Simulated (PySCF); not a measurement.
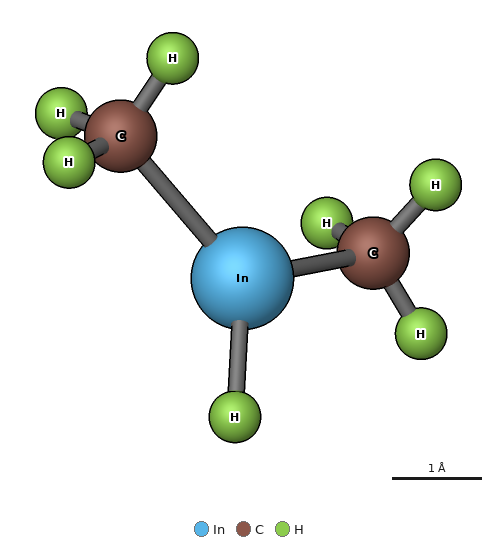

Figure 1. The structure as given in the input (ball-and-stick view, seen at a tilt). Sticks mark near contacts. Bond lengths as drawn: C–H 1.09 Å, C–In 2.23 Å and H–In 1.76 Å.

**Energy and gradient calculation, with input and output: C$_{2}$H$_{7}$In**

- system: C$_{2}$H$_{7}$In, SMILES [H][In]([CH3])[CH3]
- method: PBE0/def2-SVP, RKS, core potentials def2-svp (PySCF 2.14.0)

The geometry comes from this level: GFN2-xTB.

### Input (input.py)
```python
# InMe2H
import pyscf.grad
from pyscf import gto, dft

mol = gto.M(
    atom='start.xyz',
    charge=0,
    max_memory=1860,
    basis='def2-svp',
    verbose=4,
    ecp={'In': 'def2-svp'},
    spin=0,
)

ks = dft.RKS(mol)
ks.xc = 'pbe0'
ks.grids.level = 5
ks.conv_tol = 1e-10
ks.kernel()
if not ks.converged:
    ks = ks.newton().run(ks.mo_coeff, ks.mo_occ)

e_final = ks.e_tot
print('E(%s) = %.9f' % ('PBE0', e_final))
grad = ks.Gradients().kernel()
ks.analyze()
```

### File start.xyz
```
10

In    -0.402190    -0.685650    -0.001670
C      1.827360    -0.751870    -0.001130
H      2.194600    -0.286400     0.913930
H      2.196810    -0.176180    -0.850200
H      2.211200    -1.768700    -0.063090
C     -1.552800     1.223260     0.002850
H     -1.351290     1.762880    -0.922330
H     -1.212620     1.834390     0.839180
H     -2.624680     1.055030     0.093490
H     -1.286390    -2.206770    -0.011030
```

Hardware: 1 thread of Intel Xeon @ 2.50GHz (Skylake/Cascade Lake), 189 GiB of memory available, shared host.

Command:
```bash
OMP_NUM_THREADS=1 python input.py
```

### What the program printed
```
PySCF version 2.14.0

[INPUT] num. atoms = 10
[INPUT] num. electrons = 40
[INPUT] charge = 0
[INPUT] spin (= nelec alpha-beta = 2S) = 0
[INPUT] symmetry False subgroup None
[INPUT] Mole.unit = angstrom
[INPUT] Symbol           X                Y                Z      unit          X                Y                Z       unit  Magmom
[INPUT]  1 In    -0.402190000000  -0.685650000000  -0.001670000000 AA   -0.760028950039  -1.295690717308  -0.003155842628 Bohr   0.0
[INPUT]  2 C      1.827360000000  -0.751870000000  -0.001130000000 AA    3.453209930985  -1.420828381277  -0.002135390521 Bohr   0.0
[INPUT]  3 H      2.194600000000  -0.286400000000   0.913930000000 AA    4.147192952970  -0.541217562075   1.727077397024 Bohr   0.0
[INPUT]  4 H      2.196810000000  -0.176180000000  -0.850200000000 AA    4.151369247706  -0.332931948626  -1.606645151105 Bohr   0.0
[INPUT]  5 H      2.211200000000  -1.768700000000  -0.063090000000 AA    4.178562406638  -3.342358596518  -0.119222821199 Bohr   0.0
[INPUT]  6 C     -1.552800000000   1.223260000000   0.002850000000 AA   -2.934366726225   2.311626379135   0.005385719455 Bohr   0.0
[INPUT]  7 H     -1.351290000000   1.762880000000  -0.922330000000 AA   -2.553568014864   3.331360390473  -1.742951096470 Bohr   0.0
[INPUT]  8 H     -1.212620000000   1.834390000000   0.839180000000 AA   -2.291519693170   3.466494705641   1.585820369213 Bohr   0.0
[INPUT]  9 H     -2.624680000000   1.055030000000   0.093490000000 AA   -4.959926364623   1.993717753200   0.176670495386 Bohr   0.0
[INPUT] 10 H     -1.286390000000  -2.206770000000  -0.011030000000 AA   -2.430924789379  -4.170190919906  -0.020843679154 Bohr   0.0

nuclear repulsion = 122.192426976969
number of shells = 43
number of NR pGTOs = 158
number of NR cGTOs = 89
basis = def2-svp
ecp = {'In': 'def2-svp'}

******** <class 'pyscf.dft.rks.RKS'> ********
method = RKS
initial guess = minao
damping factor = 0
level_shift factor = 0
DIIS = <class 'pyscf.scf.diis.CDIIS'>
diis_start_cycle = 1
diis_space = 8
diis_damp = 0
SCF conv_tol = 1e-10
SCF conv_tol_grad = None
SCF max_cycles = 50
direct_scf = True
direct_scf_tol = 1e-13
XC library pyscf.dft.libxc version 7.0.0
    S. Lehtola, C. Steigemann, M. J.T. Oliveira, and M. A.L. Marques.,  SoftwareX 7, 1–5 (2018)
XC functionals = pbe0
radial grids:
    Treutler-Ahlrichs [JCP 102, 346 (1995); DOI:10.1063/1.469408] (M4) radial grids

becke partition: Becke, JCP 88, 2547 (1988); DOI:10.1063/1.454033
pruning grids: <function nwchem_prune>
grids dens level: 5
symmetrized grids: False
atomic radii adjust function: <function treutler_atomic_radii_adjust>
small_rho_cutoff = 0
Set gradient conv threshold to 1e-05
Initial guess from minao.
tot grids = 298064
init E= -248.946866851268
  HOMO = -0.708768928620734  LUMO = -0.559001105839867  gap/eV = 4.07539
cycle= 1 E= -269.504860183159  delta_E= -20.6  |g|= 1.85  |ddm|= 12.4
  HOMO = -0.0600953012998181  LUMO = 0.0847665990923255  gap/eV = 3.94189
cycle= 2 E= -269.419203302401  delta_E= 0.0857  |g|= 2.25  |ddm|= 5.68
  HOMO = -0.23847072805257  LUMO = -0.0214357432722867  gap/eV = 5.90582
cycle= 3 E= -270.355072504889  delta_E= -0.936  |g|= 0.0916  |ddm|= 2.21
  HOMO = -0.270934950334468  LUMO = -0.0508056670294827  gap/eV = 5.99002
cycle= 4 E= -270.356558416984  delta_E= -0.00149  |g|= 0.0554  |ddm|= 0.179
  HOMO = -0.260712355986906  LUMO = -0.0456384396065754  gap/eV = 5.85246
cycle= 5 E= -270.357304302967  delta_E= -0.000746  |g|= 0.0182  |ddm|= 0.0663
  HOMO = -0.262337306807372  LUMO = -0.0447156932237593  gap/eV = 5.92179
cycle= 6 E= -270.357408694367  delta_E= -0.000104  |g|= 0.00145  |ddm|= 0.0222
  HOMO = -0.262287988895196  LUMO = -0.0446637637672929  gap/eV = 5.92186
cycle= 7 E= -270.357409262622  delta_E= -5.68e-07  |g|= 0.000189  |ddm|= 0.00169
  HOMO = -0.262293706753673  LUMO = -0.0446907600806945  gap/eV = 5.92128
cycle= 8 E= -270.357409274881  delta_E= -1.23e-08  |g|= 2.26e-05  |ddm|= 0.000367
  HOMO = -0.262291318970707  LUMO = -0.0446900926255083  gap/eV = 5.92123
cycle= 9 E= -270.357409275047  delta_E= -1.66e-10  |g|= 6.71e-06  |ddm|= 3.67e-05
  HOMO = -0.26229116068292  LUMO = -0.0446899100922096  gap/eV = 5.92123
cycle= 10 E= -270.357409275058  delta_E= -1.12e-11  |g|= 2.41e-06  |ddm|= 9.76e-06
  HOMO = -0.262291216201959  LUMO = -0.0446899533936875  gap/eV = 5.92123
```

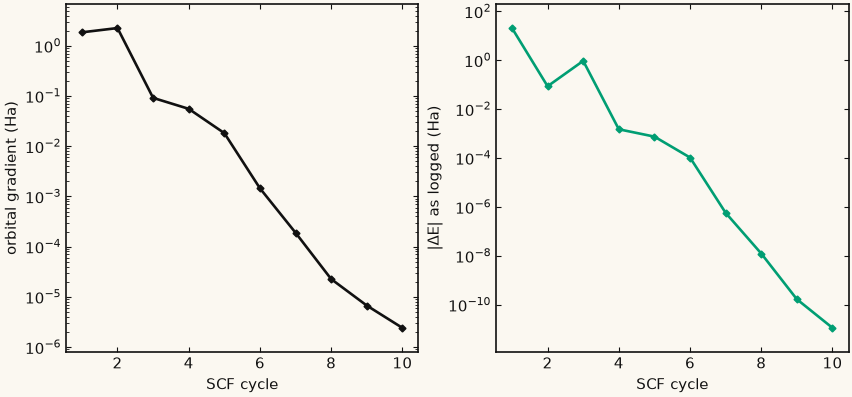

Figure 2. Convergence of the self-consistent field: orbital gradient and size of the energy change against the SCF cycle. The residual falls almost steadily, with no more than small rises.

```
Extra cycle  E= -270.357409275058  delta_E= 5.68e-14  |g|= 3.55e-06  |ddm|= 6e-06
converged SCF energy = -270.357409275058
E(PBE0) = -270.357409275

******** <class 'pyscf.grad.rks.Gradients'> for <class 'pyscf.dft.rks.RKS'> ********
unit = Eh/Bohr
grid_response = False
--------------- RKS gradients ---------------
         x                y                z
0 In    -0.0027236747    -0.0038247417     0.0002615953
1 C     0.0182042816    -0.0023597630     0.0002465360
2 H    -0.0027557473    -0.0033883094    -0.0056733942
3 H    -0.0029227744    -0.0040118820     0.0050378401
4 H    -0.0005234194     0.0068963346     0.0003764164
5 C    -0.0106622597     0.0150003623    -0.0009120367
6 H    -0.0015279978    -0.0040824945     0.0060206435
7 H    -0.0020951844    -0.0047376015    -0.0048506132
8 H     0.0061796662     0.0026930246    -0.0004378954
9 H    -0.0011730705    -0.0021807710    -0.0000687845
----------------------------------------------
**** SCF Summaries ****
Total Energy =                        -270.357409275058387
Nuclear Repulsion Energy =             122.192426976969458
One-electron Energy =                 -684.730648537483034
Two-electron Energy =                  292.180812285455204
Two-electron Coulomb Energy =          322.201448619329653
DFT Exchange-Correlation Energy =      -30.020636333874460
HOMO-LUMO gap [eV] =                     5.921231960715336
**** MO energy ****
MO #1   energy= -10.21660123691    occ= 2
MO #2   energy= -10.2163226186517  occ= 2
MO #3   energy= -4.69907043372578  occ= 2
MO #4   energy= -3.1020247918545   occ= 2
MO #5   energy= -3.08911832159674  occ= 2
MO #6   energy= -3.08788494762649  occ= 2
MO #7   energy= -0.773858082442973 occ= 2
MO #8   energy= -0.765521294518776 occ= 2
MO #9   energy= -0.764959233400445 occ= 2
MO #10  energy= -0.763558055196673 occ= 2
MO #11  energy= -0.762175380888218 occ= 2
MO #12  energy= -0.678099492711422 occ= 2
MO #13  energy= -0.67093512487678  occ= 2
MO #14  energy= -0.401706748733555 occ= 2
MO #15  energy= -0.401333125049198 occ= 2
MO #16  energy= -0.399348878470386 occ= 2
MO #17  energy= -0.396787008164255 occ= 2
MO #18  energy= -0.396441514630603 occ= 2
MO #19  energy= -0.269043752502597 occ= 2
MO #20  energy= -0.262291216201959 occ= 2
MO #21  energy= -0.0446899533936875 occ= 0
MO #22  energy= 0.0132270317539849 occ= 0
MO #23  energy= 0.0525205745484918 occ= 0
MO #24  energy= 0.0878180806861319 occ= 0
MO #25  energy= 0.111119423403913  occ= 0
MO #26  energy= 0.133957532467145  occ= 0
MO #27  energy= 0.144149390126239  occ= 0
MO #28  energy= 0.150604897216203  occ= 0
MO #29  energy= 0.163962768876978  occ= 0
MO #30  energy= 0.164830532610249  occ= 0
MO #31  energy= 0.200744686438561  occ= 0
MO #32  energy= 0.216330693098024  occ= 0
MO #33  energy= 0.255778622248819  occ= 0
MO #34  energy= 0.280911018028744  occ= 0
MO #35  energy= 0.33932582742451   occ= 0
MO #36  energy= 0.352244020989442  occ= 0
MO #37  energy= 0.456812467539729  occ= 0
MO #38  energy= 0.474194432096756  occ= 0
MO #39  energy= 0.482985020108676  occ= 0
MO #40  energy= 0.519788397412954  occ= 0
MO #41  energy= 0.533038011306589  occ= 0
MO #42  energy= 0.56508639130848   occ= 0
MO #43  energy= 0.593362410239519  occ= 0
MO #44  energy= 0.601790463548585  occ= 0
MO #45  energy= 0.663710550086405  occ= 0
MO #46  energy= 0.696744622127389  occ= 0
MO #47  energy= 0.70849512677897   occ= 0
MO #48  energy= 0.711015390761255  occ= 0
MO #49  energy= 0.714110934276373  occ= 0
MO #50  energy= 0.723453296251697  occ= 0
MO #51  energy= 0.73212443390673   occ= 0
MO #52  energy= 0.831766146543291  occ= 0
MO #53  energy= 0.881415203374658  occ= 0
MO #54  energy= 0.920958051038747  occ= 0
MO #55  energy= 1.21117036874784   occ= 0
MO #56  energy= 1.23973596880715   occ= 0
MO #57  energy= 1.24669031566305   occ= 0
MO #58  energy= 1.29739110054239   occ= 0
MO #59  energy= 1.55147091840841   occ= 0
MO #60  energy= 1.5521850906505    occ= 0
MO #61  energy= 1.55550564071515   occ= 0
MO #62  energy= 1.59328240800703   occ= 0
MO #63  energy= 1.72755941271448   occ= 0
MO #64  energy= 1.74264145120621   occ= 0
MO #65  energy= 1.75770811948478   occ= 0
MO #66  energy= 1.77035590170127   occ= 0
MO #67  energy= 1.78812036406419   occ= 0
MO #68  energy= 1.80680349033465   occ= 0
MO #69  energy= 1.88966757013389   occ= 0
MO #70  energy= 1.97793279750417   occ= 0
MO #71  energy= 1.98140146706094   occ= 0
MO #72  energy= 1.98230290879626   occ= 0
MO #73  energy= 2.0378804337824    occ= 0
MO #74  energy= 2.23505643060179   occ= 0
MO #75  energy= 2.24335505430006   occ= 0
MO #76  energy= 2.45731542388493   occ= 0
MO #77  energy= 2.45909382230154   occ= 0
MO #78  energy= 2.46355148709186   occ= 0
MO #79  energy= 2.46756028071304   occ= 0
MO #80  energy= 2.73288038774628   occ= 0
MO #81  energy= 2.73402010506101   occ= 0
MO #82  energy= 2.94969780423206   occ= 0
MO #83  energy= 2.95546746046182   occ= 0
MO #84  energy= 2.95926308308063   occ= 0
MO #85  energy= 2.96313099090813   occ= 0
MO #86  energy= 15.9819763116236   occ= 0
MO #87  energy= 16.589722360297    occ= 0
MO #88  energy= 17.1264199269608   occ= 0
MO #89  energy= 61.177628098382    occ= 0
 ** Mulliken pop on meta-lowdin orthogonal AOs  **
 ** Mulliken pop  **
pop of  0 In 4s           1.81792
pop of  0 In 5s           1.17015
pop of  0 In 6s           0.08378
pop of  0 In 7s           0.12508
pop of  0 In 4px          0.01672
pop of  0 In 4py          0.35283
pop of  0 In 4pz          0.35330
pop of  0 In 5px          1.82361
pop of  0 In 5py          1.64724
pop of  0 In 5pz          1.64694
pop of  0 In 6px          0.11314
pop of  0 In 6py          0.13934
pop of  0 In 6pz          0.09740
pop of  0 In 7px          0.04910
pop of  0 In 7py          0.01977
pop of  0 In 7pz          0.01808
pop of  0 In 4dxy         1.72690
pop of  0 In 4dyz         1.71596
pop of  0 In 4dz^2        1.73304
pop of  0 In 4dxz         1.75885
pop of  0 In 4dx2-y2      1.99864
pop of  0 In 5dxy         0.24362
pop of  0 In 5dyz         0.17615
pop of  0 In 5dz^2        0.22420
pop of  0 In 5dxz         0.14820
pop of  0 In 5dx2-y2      0.00356
pop of  1 C 1s            1.99985
pop of  1 C 2s            1.15909
pop of  1 C 3s            0.01940
pop of  1 C 2px           1.41303
pop of  1 C 2py           1.12635
pop of  1 C 2pz           1.13216
pop of  1 C 3px           0.03164
pop of  1 C 3py           0.00581
pop of  1 C 3pz           0.02272
pop of  1 C 3dxy          0.00080
pop of  1 C 3dyz          0.00119
pop of  1 C 3dz^2         0.00161
pop of  1 C 3dxz          0.00218
pop of  1 C 3dx2-y2       0.00318
pop of  2 H 1s            0.88578
pop of  2 H 2s            0.00847
pop of  2 H 2px           0.00061
pop of  2 H 2py           0.00062
pop of  2 H 2pz           0.00084
pop of  3 H 1s            0.88607
pop of  3 H 2s            0.00850
pop of  3 H 2px           0.00059
pop of  3 H 2py           0.00081
pop of  3 H 2pz           0.00070
pop of  4 H 1s            0.88408
pop of  4 H 2s            0.00871
pop of  4 H 2px           0.00044
pop of  4 H 2py           0.00100
pop of  4 H 2pz           0.00087
pop of  5 C 1s            1.99986
pop of  5 C 2s            1.15469
pop of  5 C 3s            0.01893
pop of  5 C 2px           1.20062
pop of  5 C 2py           1.34147
pop of  5 C 2pz           1.13250
pop of  5 C 3px           0.02719
pop of  5 C 3py           0.02925
pop of  5 C 3pz           0.02282
pop of  5 C 3dxy          0.00267
pop of  5 C 3dyz          0.00196
pop of  5 C 3dz^2         0.00135
pop of  5 C 3dxz          0.00142
pop of  5 C 3dx2-y2       0.00183
pop of  6 H 1s            0.88492
pop of  6 H 2s            0.00864
pop of  6 H 2px           0.00066
pop of  6 H 2py           0.00077
pop of  6 H 2pz           0.00119
pop of  7 H 1s            0.88530
pop of  7 H 2s            0.00890
pop of  7 H 2px           0.00068
pop of  7 H 2py           0.00080
pop of  7 H 2pz           0.00115
pop of  8 H 1s            0.88391
pop of  8 H 2s            0.00951
pop of  8 H 2px           0.00122
pop of  8 H 2py           0.00030
pop of  8 H 2pz           0.00088
pop of  9 H 1s            1.50531
pop of  9 H 2s            0.02645
pop of  9 H 2px           0.01305
pop of  9 H 2py           0.00908
pop of  9 H 2pz           0.01011
 ** Mulliken atomic charges  **
charge of    0In =      1.79649
charge of    1C =     -0.91901
charge of    2H =      0.10369
charge of    3H =      0.10333
charge of    4H =      0.10490
charge of    5C =     -0.93657
charge of    6H =      0.10382
charge of    7H =      0.10317
charge of    8H =      0.10418
charge of    9H =     -0.56400
Dipole moment(X, Y, Z, Debye):  0.34715,  0.62313,  0.00963
```

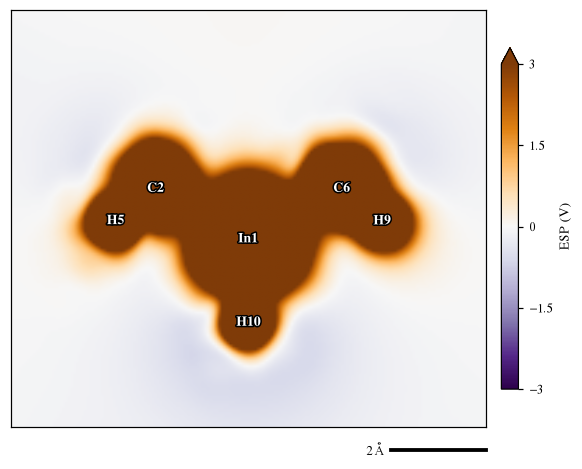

Figure 3. Electrostatic potential on the plane of atoms In1, C6 and H9. The plane passes through In, C and H nuclei.

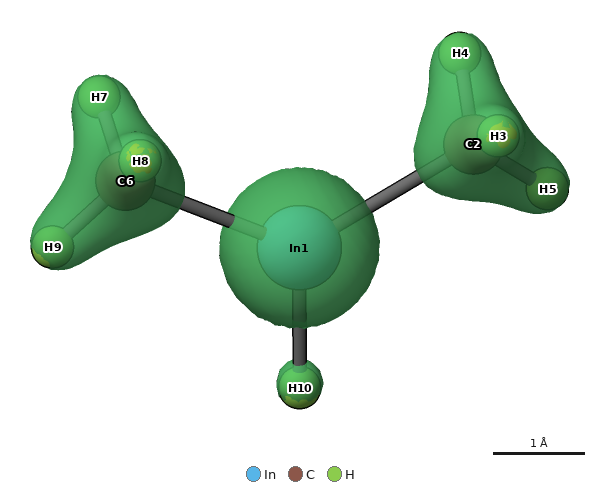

Figure 4. Isosurface of the electron density at 1 e/Å³ (green), seen at a tilt. At this value the surface falls into four separate pieces. It is pinched off along the C–In (2.23 Å) and In–H (1.76 Å) contacts. On the grid the lowest density along these lines, outside the cores, is 0.57 e/Å³ (C–In, 2.23 Å), 1.8 e/Å³ (C–H, 1.09 Å) and 0.63 e/Å³ (In–H, 1.76 Å).

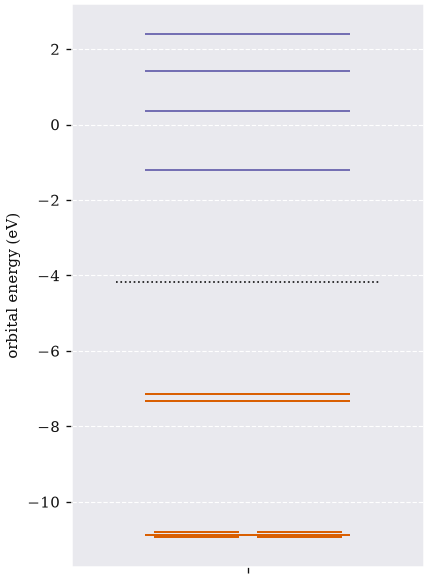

Figure 5. Orbital energies near the frontier; the dotted line parts filled from empty levels, and levels within 0.02 eV of each other stand side by side. Highest filled −7.14 eV, lowest empty −1.22 eV, 5.92 eV apart.

### Results in brief

```json
{"quantity": "outcome", "value": "converged"}
{"quantity": "total energy", "value": "−270.357409 hartree"}
{"quantity": "basis functions", "value": "89"}
{"quantity": "largest force", "value": "0.948 eV/Å"}
{"quantity": "HOMO", "value": "−7.14 eV"}
{"quantity": "LUMO", "value": "−1.22 eV"}
{"quantity": "dipole moment", "value": "0.71 D"}
{"quantity": "wall time", "value": "68 s"}
{"quantity": "peak memory", "value": "0.87 GiB"}
```
